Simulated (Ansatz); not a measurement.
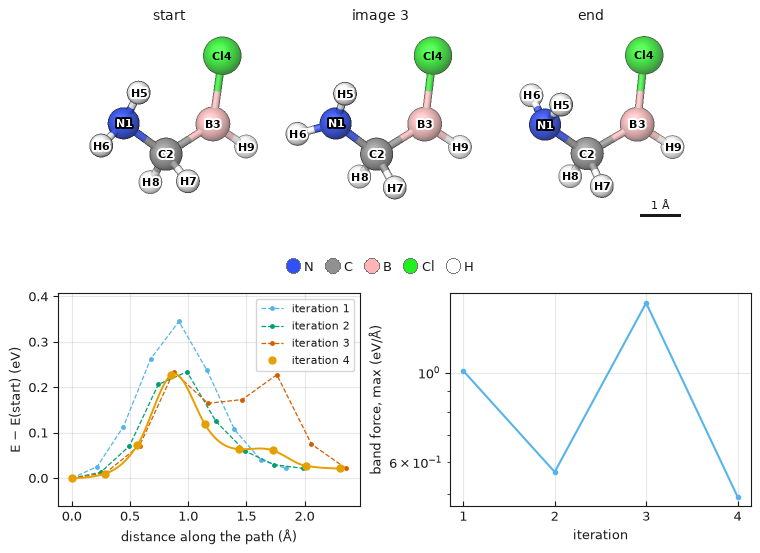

NEB run on CH$_{5}$BClN. Images are numbered from 0 (start) to 8 (end). The plot follows the band through its iterations. A ball-and-stick model, seen at a tilt.

These are results of RKS r2SCAN-D4/def2-SVP in Ansatz, not measurements. Run with 7 movable images; climbing image; force threshold 0.5 eV/Å; iteration limit 60; starting path by image-dependent pair potential.

Question: How did the profile develop, and is the result final?

Answer: The run is converged, with reservations. The band converged in 4 iterations. The largest component of the band force went from 1 to 0.49 eV/Å. The climbing image converged on the top of the path. Its curvatures weren't checked. The force threshold is loose. The first iteration put the highest image at 0.345 eV. The highest point, image 3, lies 0.227 eV above the start and 0.206 eV above the end; the end is at +0.021 eV relative to the start.

The run took 2.2 min on 2 threads of Arm Neoverse N1, with other jobs on the host, peak memory 0.15 GiB.
